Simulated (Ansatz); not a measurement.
# Calculations on C$_{2}$H$_{6}$BNSe

**1. Relaxation**

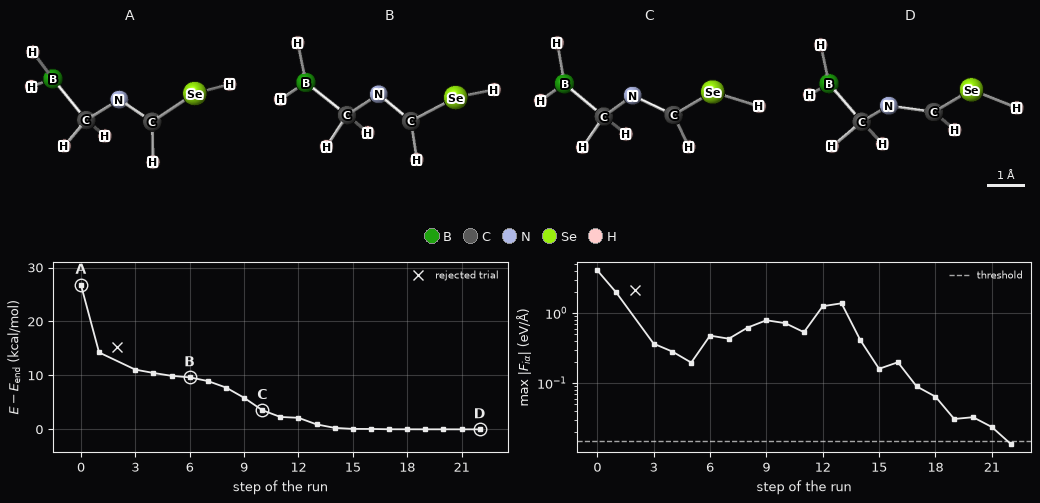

Frames of a relaxation of C2H6BNSe, marked on the history of the run. A ball-and-stick model, seen at a tilt.

The run prepares an end point of a later path (torsion) calculation, from a guessed geometry.

These are results of RKS r2SCAN/def2-SVP (Ansatz 0.2.0), not measurements.

Input
```yaml
crystal:
  periodic: [false, false, false]
  atoms:
    - { symbol: B, position_ang: [-0.625, 1.6599, 1.1178] }
    - { symbol: C, position_ang: [-0.8313, 0.348, 0.2923] }
    - { symbol: "N", position_ang: [0.447, -0.192, 0.0029] }
    - { symbol: C, position_ang: [0.7082, -1.2821, -0.6349] }
    - { symbol: Se, position_ang: [2.4029, -1.9664, -0.9824] }
    - { symbol: H, position_ang: [0.0353, 1.7321, 2.05] }
    - { symbol: H, position_ang: [-1.5651, 2.4494, 1.137] }
    - { symbol: H, position_ang: [-1.3804, -0.3508, 0.8936] }
    - { symbol: H, position_ang: [-1.3572, 0.5771, -0.6169] }
    - { symbol: H, position_ang: [-0.22, -1.8526, -0.9726] }
    - { symbol: H, position_ang: [2.4511, -1.1795, -2.2663] }
basis:
  gaussian: { orbitals: def2-SVP }
hamiltonian:
  xc: r2scan
relax:
  f_tol: 0.015
  max_steps: 40
```

Run as
```bash
ansatz run input.yaml --threads 2 --pin off --max-ram 3072MiB --backend cpu --events-out ev --progress --plain --runs-dir out
```

What happens along the run?

The largest move after the best rigid fit is that of H10, 1.41 Å. By element the largest moves are H 1.41 Å, N 0.51 Å, C 0.39 Å, B 0.17 Å, Se 0.14 Å. Among the contacts that change: B1–H6 1.145 → 1.206 Å, C4–Se5 1.860 → 1.909 Å, C2–H8 1.073 → 1.120 Å, C2–H9 1.075 → 1.114 Å. Among the angles between lasting bonds that change: N3–C4–H10 113.9° → 125.0°, B1–C2–H8 108.5° → 97.7°, B1–C2–N3 108.0° → 116.8°. Groups turn about C4–Se5 by about 95°, C2–N3 by about 65°. Over 21 accepted moves (22 points after the start) the energy falls by 26.8 kcal/mol. The largest force component goes from 4.1 to 0.014 eV/Å. The line search rejected the trial step at point 2 of the run. Cost: 110 s on 2 threads of Arm Neoverse V1 (shared host), peak memory 0.18 GiB. From step 0 to 6: H7 moves most (0.49 Å), energy −17.2 kcal/mol. From step 6 to 10: H10 moves most (0.61 Å), energy −6.07 kcal/mol. From step 10 to 22: H10 moves most (0.56 Å), energy −3.56 kcal/mol.

| step | E − E(0), kcal/mol | largest force component, eV/Å | note |
| --- | --- | --- | --- |
| 0 | 0.00 | 4.0634 |  |
| 1 | -12.53 | 1.9783 |  |
| 2 | -11.60 | 2.1276 | rejected |
| 3 | -15.72 | 0.3654 |  |
| 4 | -16.33 | 0.2817 |  |
| 5 | -16.87 | 0.1964 |  |
| 6 | -17.15 | 0.4768 |  |
| 7 | -17.83 | 0.4305 |  |
| 8 | -19.03 | 0.6205 |  |
| 9 | -20.93 | 0.7896 |  |
| 10 | -23.22 | 0.7183 |  |
| 11 | -24.49 | 0.5338 |  |
| 12 | -24.65 | 1.2534 |  |
| 13 | -25.87 | 1.3789 |  |
| 14 | -26.51 | 0.4114 |  |
| 15 | -26.71 | 0.1601 |  |
| 16 | -26.72 | 0.1986 |  |
| 17 | -26.77 | 0.0897 |  |
| 18 | -26.78 | 0.0641 |  |
| 19 | -26.78 | 0.0308 |  |
| 20 | -26.78 | 0.0326 |  |
| 21 | -26.79 | 0.0237 |  |
| 22 | -26.79 | 0.0136 |  |

**2. Relaxation**

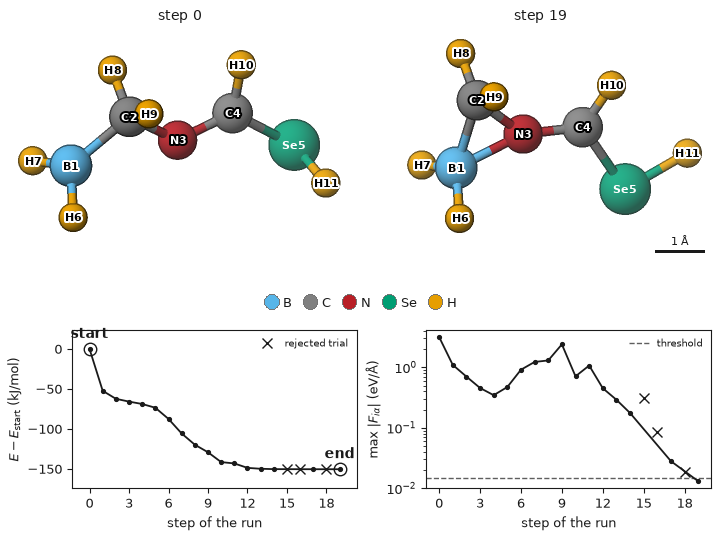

First and last geometry of a relaxation of C2H6BNSe, with the history of the run. The picture is a ball-and-stick view, seen at a tilt.

The run prepares an end point of a later path (torsion) calculation, from a guessed geometry.

Computed with RKS r2SCAN/def2-SVP (Ansatz). Settings: no spin polarisation; force threshold 0.015 eV/Å; at most 40 steps.

> What do the curves and the structures tell?

It converged. Over 16 accepted moves (19 points after the start) the energy falls by 150.3 kJ/mol. The largest force component goes from 3.2 to 0.013 eV/Å. The line search rejected the trial steps at points 15, 16, 18 of the run. Se5 moves most after the best rigid fit: 1.15 Å. Largest moves by element: Se 1.15 Å, H 0.95 Å, B 0.66 Å, C 0.50 Å, N 0.44 Å. Among the contacts that change: B1–N3 2.413 → 1.545 Å, B1–H6 1.145 → 1.215 Å, B1–C2 1.564 → 1.608 Å, C2–N3 1.418 → 1.461 Å. New bonds form: B1–N3 (2.41 → 1.55 Å). Among the angles between lasting bonds that change: B1–C2–N3 108.0° → 60.2°, B1–C2–H9 109.4° → 123.4°, B1–C2–H8 108.5° → 120.3°. Groups turn about C4–Se5 by about 95°. The run took 100 s on 2 threads of Arm Neoverse V1, with other jobs on the host, peak memory 0.19 GiB.

**3. Path**

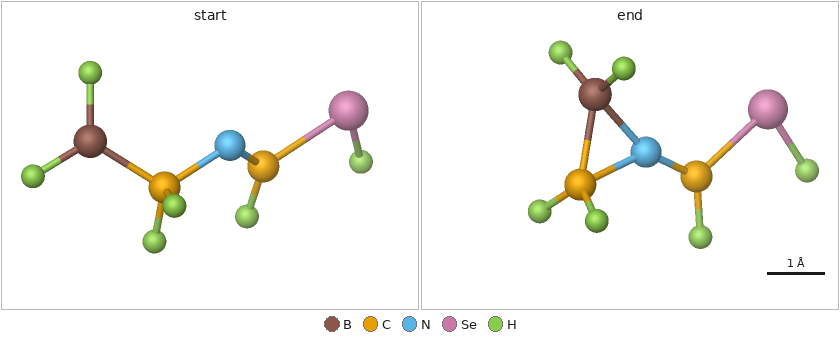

The two relaxed end points of a path for C$_{2}$H$_{6}$BNSe. Style: ball-and-stick. Shown at a tilt.

Method: Ansatz, RKS r2SCAN/def2-SVP.

The input:
```yaml
crystal:
  periodic: [false, false, false]
  atoms:
    - { symbol: B, position_ang: [-0.780849, 1.619645, 1.159868] }
    - { symbol: C, position_ang: [-0.831828, 0.218574, 0.481897] }
    - { symbol: "N", position_ang: [0.410082, -0.505651, 0.392093] }
    - { symbol: C, position_ang: [0.792653, -0.918247, -0.738538] }
    - { symbol: Se, position_ang: [2.455832, -1.840461, -0.909538] }
    - { symbol: H, position_ang: [0.191369, 1.994952, 1.76713] }
    - { symbol: H, position_ang: [-1.781257, 2.298256, 1.130139] }
    - { symbol: H, position_ang: [-1.487328, -0.288813, 1.235648] }
    - { symbol: H, position_ang: [-1.437088, 0.211143, -0.452817] }
    - { symbol: H, position_ang: [0.231459, -0.787679, -1.688563] }
    - { symbol: H, position_ang: [2.302455, -2.058619, -2.356818] }
basis:
  gaussian: { orbitals: def2-SVP }
hamiltonian:
  xc: r2scan
neb:
  order_check: false
  images: 7
  f_tol: 0.03
  max_iterations: 60
  initial_path: idpp
  final_atoms:
    - { symbol: B, position_ang: [-0.26449831, 1.15968482, 1.07029819] }
    - { symbol: C, position_ang: [-1.42802339, 0.41072993, 0.25212958] }
    - { symbol: "N", position_ang: [-0.0383371, -0.00778686, 0.08376986] }
    - { symbol: C, position_ang: [0.58553511, -0.80477968, -0.67728217] }
    - { symbol: Se, position_ang: [2.47274169, -0.91798822, -0.62565811] }
    - { symbol: H, position_ang: [0.1754188, 2.21629589, 0.66393528] }
    - { symbol: H, position_ang: [-0.10377294, 0.85586737, 2.23495186] }
    - { symbol: H, position_ang: [-2.04184816, -0.35782132, 0.74087337] }
    - { symbol: H, position_ang: [-1.86835557, 0.8083333, -0.67232793] }
    - { symbol: H, position_ang: [0.05580329, -1.45299696, -1.39352027] }
    - { symbol: H, position_ang: [2.52083657, -1.96643826, -1.65666865] }
```

Run as
```bash
ansatz run input.yaml --threads 2 --pin off --max-ram 3072MiB --backend cpu --events-out ev --progress --plain --runs-dir out
```

**Predict the minimum-energy path and its barrier.**

The energy climbs by 14.6 kJ/mol to image 4 and then falls by 48.7 kJ/mol, so the end point sits at −34.1 kJ/mol. Forming: B1–N3 (2.55 → 2.39 at the top → 1.55 Å). The band converged in 15 iterations. The largest component of the band force went from 1.4 to 0.024 eV/Å. The climbing image converged on the top of the path. Its vibrational analysis gives one imaginary mode (232i cm⁻¹), as a transition state must have.

Energies of the converged images:

```
image  path (Å)  E (kJ/mol)
    0      0.00         0.0
    1      0.58         1.0
    2      1.15         2.8
    3      1.73         9.7
    4      2.31        14.6
    5      2.97         9.1
    6      3.62        -6.2
    7      4.28       -29.0
    8      4.94       -34.1
```

The geometry at the top of the path:

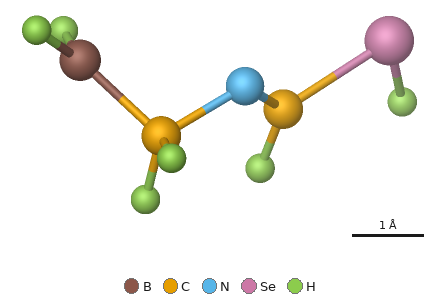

The run took 8.4 min on 2 threads of Arm Neoverse V1, on a shared host, peak memory 0.18 GiB.
